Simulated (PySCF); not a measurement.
## A study: F6S, SMILES `FS(F)(F)(F)(F)F`

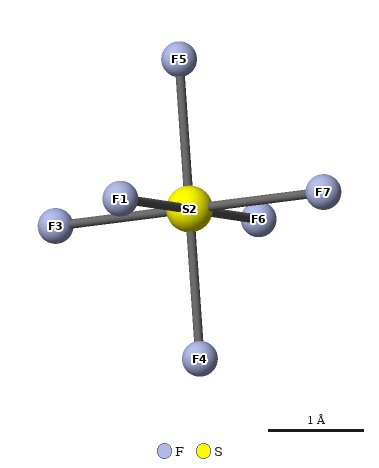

The molecule, with its atoms numbered as below. No frequency check shows the geometry to be a minimum.

Geometry (Å), atoms numbered from 1:

```
F1      -1.0660   -0.5662    1.0353
S2       0.0001    0.0000   -0.0000
F3      -1.1423    0.1439   -1.0971
F4       0.2968   -1.4791   -0.5031
F5      -0.2970    1.4792    0.5031
F6       1.0662    0.5662   -1.0354
F7       1.1422   -0.1440    1.0972
```

Part 1: Bonding charge

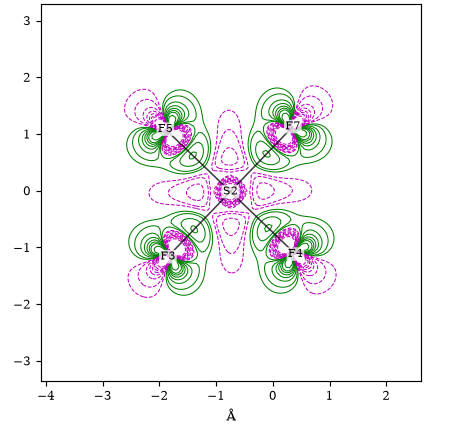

Deformation density (molecule less spherical, spin-averaged free atoms) in the plane of S2, F3, F4, F5 and F7; contours at ±0.05 to ±0.8 e/Å³; solid green lines: gain, dashed magenta lines: loss.

Computed with PySCF, ωB97X/def2-TZVP, geometry: GFN2-xTB.

Question: Describe the bonding that the map shows.

Answer: S2–F7, S2–F3, S2–F4 and S2–F5: +0.05 e/Å³ at the bond critical point (bond length 1.59 Å, Mayer order 1.1); up to 0.6 Å beside the axis the gain reaches +0.31 e/Å³. In all, 1.6 electrons gather in the regions of gain relative to the promolecule. A small or negative value marks a very polar bond, one between electron-rich atoms, whose free-atom densities already overlap strongly, a long bond to a heavier atom, or a closed-shell contact such as a hydrogen bond.

Part 2: Electrostatic potential

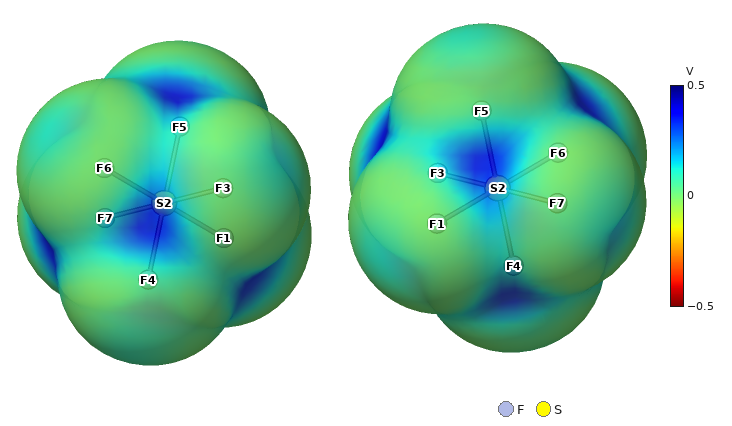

Electrostatic potential on the surface of electron density 0.001 a.u. (back view left, front view right).

Question: Where are the extremes of the potential on the surface?

Answer: Highest: 0.41 V, near F3 (1.83 Å), F4 (1.89 Å) and F6 (1.98 Å), over S2 (2.3 Å), and at like points elsewhere. Lowest: −0.01 V, 1.6 Å from F1, and at like points elsewhere. The surface is sampled at points, so like sites can differ by a few per cent and only the strongest of them is named.

Part 3: In an electric field

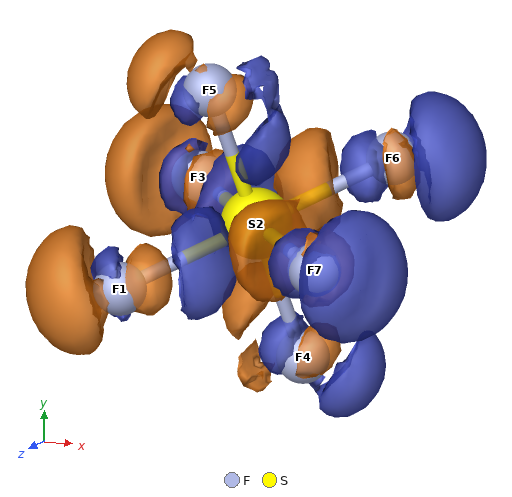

Change of the electron density in a uniform field of 0.21 V/Å, surfaces at ±0.002 e/Å³ (orange: gain, blue: loss).

Method: ωB97X/def2-TZVP; geometry: GFN2-xTB; program: PySCF. A basis without diffuse functions makes polarisabilities too small.

Question: Along which Cartesian direction does the field point?

Answer: Along +x: electrons gather on the −x side, against the field.

Question: What dipole is induced, and what polarisability does it imply?

Answer: The induced dipole is 0.27 D (along the field); α along this axis, from the fields in both directions, is 27 bohr³ (4.0 Å³).

Question: Which atoms gain and lose the most charge?

Answer: Electrons gather most on F1 and F3 alike (Hirshfeld charge changes by −0.007 e) and leave F6 and F7 alike most (+0.007 e); 0.033 electrons are displaced in all.

The PySCF runs shown took 26 s and 59 s on 1 thread of Intel(R) Xeon(R) Platinum 8259CL CPU @ 2.50GHz (Skylake/Cascade Lake) (shared host).
